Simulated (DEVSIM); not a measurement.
System: Co/SiON/SiO2/n-Si capacitor, at 400 K.

```csv
layer (left to right),material,thickness (nm),Nd (cm⁻³)
1,SiON,8.30,-
2,SiO2,1.30,-
3,Si,8300,4.8e15
```

Metal gate on the left, work function 5 eV. Fixed charge at the semiconductor interface 0 cm⁻² (in units of +e); no interface traps.

Constants are typed, rounded textbook-type inputs, not results; the design itself was drawn at random and stands for no fabricated device. Values at 300 K; Nc and Nv go as T^1.5, mobilities as T to minus their exponent, the gap by Varshni's rule with the affinity fixed.

```tsv
parameter	SiON	SiO2	Si
gap (eV)	7	9	1.124
affinity (eV)	1.4	0.9	4.05
permittivity	5.5	3.9	11.7
Nc (cm⁻³)	-	-	2.86e19
Nv (cm⁻³)	-	-	3.1e19
Varshni α (eV/K)	-	-	0.000473
Varshni β (K)	-	-	636
```

Simulated with DEVSIM: 1D Poisson equation in equilibrium, Boltzmann statistics, complete ionisation; no quantum confinement or tunnelling. Metal contacts follow the ideal Schottky-Mott rule: no Fermi-level pinning, no interface dipoles.

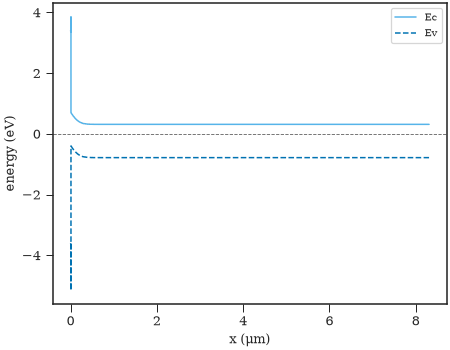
Band edges at 0.2 V on the gate

Energies count from the Fermi level of the right contact; mesh points crowd at the junctions.

```json
[
 {"x (μm)": "0.000", "Ec (eV)": "3.400", "Ev (eV)": "-3.600", "n (cm⁻³)": "< 1e2", "p (cm⁻³)": "< 1e2", "field (V/cm)": "-49000"},
 {"x (μm)": "0.001583", "Ec (eV)": "3.392", "Ev (eV)": "-3.608", "n (cm⁻³)": "< 1e2", "p (cm⁻³)": "< 1e2", "field (V/cm)": "-49000"},
 {"x (μm)": "0.004423", "Ec (eV)": "3.378", "Ev (eV)": "-3.622", "n (cm⁻³)": "< 1e2", "p (cm⁻³)": "< 1e2", "field (V/cm)": "-49000"},
 {"x (μm)": "0.007136", "Ec (eV)": "3.365", "Ev (eV)": "-3.635", "n (cm⁻³)": "< 1e2", "p (cm⁻³)": "< 1e2", "field (V/cm)": "-49000"},
 {"x (μm)": "0.008738", "Ec (eV)": "3.856", "Ev (eV)": "-5.144", "n (cm⁻³)": "< 1e2", "p (cm⁻³)": "< 1e2", "field (V/cm)": "-69000"},
 {"x (μm)": "0.009494", "Ec (eV)": "3.851", "Ev (eV)": "-5.149", "n (cm⁻³)": "< 1e2", "p (cm⁻³)": "< 1e2", "field (V/cm)": "-69000"},
 {"x (μm)": "0.01115", "Ec (eV)": "0.697", "Ev (eV)": "-0.399", "n (cm⁻³)": "7.3e10", "p (cm⁻³)": "4.4e14", "field (V/cm)": "-23000"},
 {"x (μm)": "0.01761", "Ec (eV)": "0.682", "Ev (eV)": "-0.414", "n (cm⁻³)": "1.1e11", "p (cm⁻³)": "2.9e14", "field (V/cm)": "-22000"},
 {"x (μm)": "0.03213", "Ec (eV)": "0.651", "Ev (eV)": "-0.446", "n (cm⁻³)": "2.8e11", "p (cm⁻³)": "1.2e14", "field (V/cm)": "-21000"},
 {"x (μm)": "0.06760", "Ec (eV)": "0.580", "Ev (eV)": "-0.516", "n (cm⁻³)": "2.1e12", "p (cm⁻³)": "1.5e13", "field (V/cm)": "-19000"},
 {"x (μm)": "0.1612", "Ec (eV)": "0.439", "Ev (eV)": "-0.657", "n (cm⁻³)": "1.3e14", "p (cm⁻³)": "2.5e11", "field (V/cm)": "-12000"},
 {"x (μm)": "0.5439", "Ec (eV)": "0.315", "Ev (eV)": "-0.781", "n (cm⁻³)": "4.7e15", "p (cm⁻³)": "6.9e9", "field (V/cm)": "-120"},
 {"x (μm)": "1.345", "Ec (eV)": "0.315", "Ev (eV)": "-0.782", "n (cm⁻³)": "4.8e15", "p (cm⁻³)": "6.7e9", "field (V/cm)": "≈ 0"},
 {"x (μm)": "3.462", "Ec (eV)": "0.315", "Ev (eV)": "-0.782", "n (cm⁻³)": "4.8e15", "p (cm⁻³)": "6.7e9", "field (V/cm)": "≈ 0"},
 {"x (μm)": "6.859", "Ec (eV)": "0.315", "Ev (eV)": "-0.782", "n (cm⁻³)": "4.8e15", "p (cm⁻³)": "6.7e9", "field (V/cm)": "≈ 0"},
 {"x (μm)": "7.729", "Ec (eV)": "0.315", "Ev (eV)": "-0.782", "n (cm⁻³)": "4.8e15", "p (cm⁻³)": "6.7e9", "field (V/cm)": "≈ 0"},
 {"x (μm)": "8.086", "Ec (eV)": "0.315", "Ev (eV)": "-0.782", "n (cm⁻³)": "4.8e15", "p (cm⁻³)": "6.7e9", "field (V/cm)": "≈ 0"},
 {"x (μm)": "8.221", "Ec (eV)": "0.315", "Ev (eV)": "-0.782", "n (cm⁻³)": "4.8e15", "p (cm⁻³)": "6.7e9", "field (V/cm)": "≈ 0"},
 {"x (μm)": "8.285", "Ec (eV)": "0.315", "Ev (eV)": "-0.782", "n (cm⁻³)": "4.8e15", "p (cm⁻³)": "6.7e9", "field (V/cm)": "≈ 0"},
 {"x (μm)": "8.301", "Ec (eV)": "0.315", "Ev (eV)": "-0.782", "n (cm⁻³)": "4.8e15", "p (cm⁻³)": "6.7e9", "field (V/cm)": "≈ 0"},
 {"x (μm)": "8.307", "Ec (eV)": "0.315", "Ev (eV)": "-0.782", "n (cm⁻³)": "4.8e15", "p (cm⁻³)": "6.7e9", "field (V/cm)": "≈ 0"},
 {"x (μm)": "8.310", "Ec (eV)": "0.315", "Ev (eV)": "-0.782", "n (cm⁻³)": "4.8e15", "p (cm⁻³)": "6.7e9", "field (V/cm)": "≈ 0"}
]
```
